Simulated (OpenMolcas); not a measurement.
**One shape, several levels: doublet [InSi2H7]+**

Wanted: a comparison of 6 runs (UHF/STO-3G, UHF/3-21G, U-r2SCAN/def2-SVP, U-revPBE/def2-SVP, UBHLYP/def2-SVP, UPBE0/def2-SVP) of doublet [InSi2H7]+. 

Program for the calculation: OpenMolcas 26.06.

## 1. Starting point

[InSi2H7]+: 10 atoms, total charge +1, spin state doublet. SMILES of the parent species: `[SiH3][SiH2][InH2]`. The coordinates come from a PBE0-D4/def2-TZVP relaxation. That shape belongs to the parent species and isn't relaxed for this state.

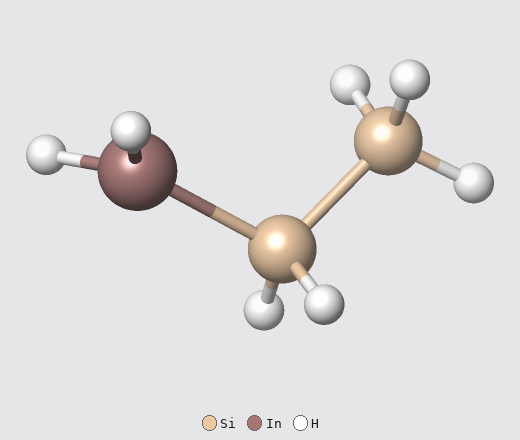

The structure, seen from a chosen angle (silicon light orange, indium brown, hydrogen white).

## 2. The energy at UHF/STO-3G (run 1)

Input file mol.input:

```
* H7InSi2 Hartree-Fock

&GATEWAY
 BasLib=$CurrDir
 BasisSet
 Si.STO-3G....
 Si1 -1.450900 0.732300 -0.821600 angstrom
 Si2 0.023100 -0.982700 -0.222400 angstrom
 End of Basis
 BasisSet
 In.STO-3G....
 In3 1.884800 -0.062700 1.293100 angstrom
 End of Basis
 BasisSet
 H.STO-3G....
 H4 -2.541100 0.248700 -1.711500 angstrom
 H5 -0.707700 1.812100 -1.527500 angstrom
 H6 -2.065700 1.320500 0.400500 angstrom
 H7 -0.761300 -2.056900 0.451800 angstrom
 H8 0.588700 -1.557900 -1.477300 angstrom
 H9 1.761400 -0.160900 3.013900 angstrom
 H10 3.268800 0.707500 0.601100 angstrom
 End of Basis

&SEWARD

&SCF
 UHF
 Charge=1
 Spin=2
 Thresholds=1e-10 1e-07 1e-07 1e-05
 PrOrbitals=1 2
```

The basis set STO-3G is read from a file made from the Basis Set Exchange's data (not shown).

The run is started by

```sh
export MOLCAS_MEM=1860
pymolcas mol.input > mol.log
```

What it wrote:

```text
--- Start Module: gateway ---
[...]
--- Stop Module: gateway /rc=_RC_ALL_IS_WELL_ ---
--- Start Module: seward ---
[...]
      Basis functions           52
--- Stop Module: seward /rc=_RC_ALL_IS_WELL_ ---
[...]
--- Start Module: scf ---
[...]
       Convergence after  25 Iterations
[...]
::    Total SCF energy                              -6257.9343624469
[...]
      Total spin, S                                     0.5048637306
[...]
      Total electronic charge=   83.000000
      Total            charge=    1.000000
[...]
      Dipole Moment (debye):
      Origin of the operator (angstrom)=    0.9902   -0.0781    0.6696
                   X= -2.0882E+00               Y= -1.1038E+00               Z= -1.6940E+00           Total=  2.9067E+00
      Center of Charge (angstrom)
[...]
--- Stop Module: scf /rc=_RC_ALL_IS_WELL_ ---
[...]
```

Run time: 4.5 s. Hardware: 1 thread of Intel Xeon Platinum 8259CL at 2.50GHz (Skylake/Cascade Lake), shared host; peak memory 0.39 GiB.

## 3. The energy at UHF/3-21G (run 2)

Input file geom.xyz:

```xyz
10

Si    -1.450900     0.732300    -0.821600
Si     0.023100    -0.982700    -0.222400
In     1.884800    -0.062700     1.293100
H     -2.541100     0.248700    -1.711500
H     -0.707700     1.812100    -1.527500
H     -2.065700     1.320500     0.400500
H     -0.761300    -2.056900     0.451800
H      0.588700    -1.557900    -1.477300
H      1.761400    -0.160900     3.013900
H      3.268800     0.707500     0.601100
```

Input file test.input:

```
&GATEWAY
  BasLib = $CurrDir
  Coord = geom.xyz
  Basis = 3-21G
  Group = NoSym

&SEWARD

&SCF
  UHF
  Charge = 1
  Spin = 2
  Thresholds = 1e-10 1e-07 1e-07 1e-05
  PrOrbitals = 1 1
```

The basis set 3-21G is read from a file made from the Basis Set Exchange's data (not shown).

The run is started by

```sh
export MOLCAS_MEM=1860
pymolcas test.input > test.log
```

What it wrote:

```text
--- Start Module: gateway ---
[...]
--- Stop Module: gateway /rc=_RC_ALL_IS_WELL_ ---
--- Start Module: seward ---
[...]
      Basis functions           71
--- Stop Module: seward /rc=_RC_ALL_IS_WELL_ ---
[...]
--- Start Module: scf ---
[...]
       Convergence after  26 Iterations
[...]
::    Total SCF energy                              -6293.2243290413
[...]
      Total spin, S                                     0.5069873897
[...]
      Total electronic charge=   83.000000
      Total            charge=    1.000000
[...]
      Dipole Moment (debye):
      Origin of the operator (angstrom)=    0.9902   -0.0781    0.6696
                   X= -1.9024E+00               Y= -8.4727E-01               Z= -1.5011E+00           Total=  2.5671E+00
      Center of Charge (angstrom)
[...]
--- Stop Module: scf /rc=_RC_ALL_IS_WELL_ ---
[...]
```

Wall time 7.8 s (1 thread of Intel Xeon Platinum 8259CL at 2.50GHz (Skylake/Cascade Lake), shared host); peak memory 0.42 GiB.

Runs 3 to 5 aren't shown in full; the table further down has their settings and results.

## 4. The energy at UPBE0/def2-SVP (core potential) (run 6)

Input file mol.input:

```
>>> EXPORT MOLCAS_PRINT=2
&GATEWAY
BasLib
$CurrDir
Coord
10
angstrom
Si      -1.450900       0.732300      -0.821600
Si       0.023100      -0.982700      -0.222400
In       1.884800      -0.062700       1.293100
H       -2.541100       0.248700      -1.711500
H       -0.707700       1.812100      -1.527500
H       -2.065700       1.320500       0.400500
H       -0.761300      -2.056900       0.451800
H        0.588700      -1.557900      -1.477300
H        1.761400      -0.160900       3.013900
H        3.268800       0.707500       0.601100
Basis
def2-SVP
Group
NoSym
&SEWARD
GridInput
Grid=UltraFine
End of Grid
&SCF
UHF
Charge
1
Spin
2
KSDFT
PBE0
Thresholds
1e-10 1e-07 1e-07 1e-05
PrOrbitals
1
```

The basis set def2-SVP is read from a file made from the Basis Set Exchange's data (not shown).

The run is started by

```sh
export MOLCAS_MEM=1860
pymolcas mol.input > mol.log
```

What it wrote:

```text
--- Start Module: gateway ---
[...]
--- Stop Module: gateway /rc=_RC_ALL_IS_WELL_ ---
--- Start Module: seward ---
[...]
      Basis functions           97
--- Stop Module: seward /rc=_RC_ALL_IS_WELL_ ---
[...]
--- Start Module: scf ---
[...]
       Convergence after  24 Iterations
[...]
::    Total KS-DFT energy                            -772.5177473897
[...]
      Total spin, S                                     0.5029317039
[...]
      Total electronic charge=   55.000000
      Total            charge=    1.000000
[...]
      Dipole Moment (debye):
      Origin of the operator (angstrom)=    0.9902   -0.0781    0.6696
                   X= -1.7920E+00               Y= -6.5233E-01               Z= -1.3828E+00           Total=  2.3556E+00
      Center of Charge (angstrom)
[...]
--- Stop Module: scf /rc=_RC_ALL_IS_WELL_ ---
[...]
```

It took 90 s on 1 thread of Intel Xeon Platinum 8259CL at 2.50GHz (Skylake/Cascade Lake), shared host; peak memory 0.54 GiB.

## 5. All runs side by side

```csv
run,level,integration grid,energy (Eh),HOMO energy (eV),LUMO energy (eV),⟨S²⟩,wall time
1,UHF/STO-3G,–,-6257.934362,-13.86,-5.60,0.760,4.5 s
2,UHF/3-21G,–,-6293.224329,-15.61,-7.92,0.764,7.8 s
3,U-r2SCAN/def2-SVP (core potential),UltraFine,-772.784134,-12.31,-11.41,0.756,2.6 min
4,U-revPBE/def2-SVP (core potential),UltraFine,-772.704921,-12.03,-11.40,0.753,98 s
5,UBHLYP/def2-SVP (core potential),UltraFine,-772.682058,-14.08,-10.13,0.761,83 s
6,UPBE0/def2-SVP (core potential),UltraFine,-772.517747,-13.12,-10.88,0.756,90 s
```

## 6. Outcome

| quantity | value |
| --- | --- |
| run 6: total energy | -772.51775 Eh |
| run 6: HOMO energy (highest over α and β) | -13.12 eV |
| run 6: LUMO energy (lowest over α and β) | -10.88 eV |
| run 6: ⟨S²⟩ | 0.756 |

Totals of different functionals can't be ranked against each other. Some runs of one species differ in core potentials or relativity; totals across that change don't compare. In run 1 the basis is minimal, so the values are rough. In runs 1, 2 relativity is left out where basis or elements ask for it. All runs together took 7.3 min, the longest 2.6 min.
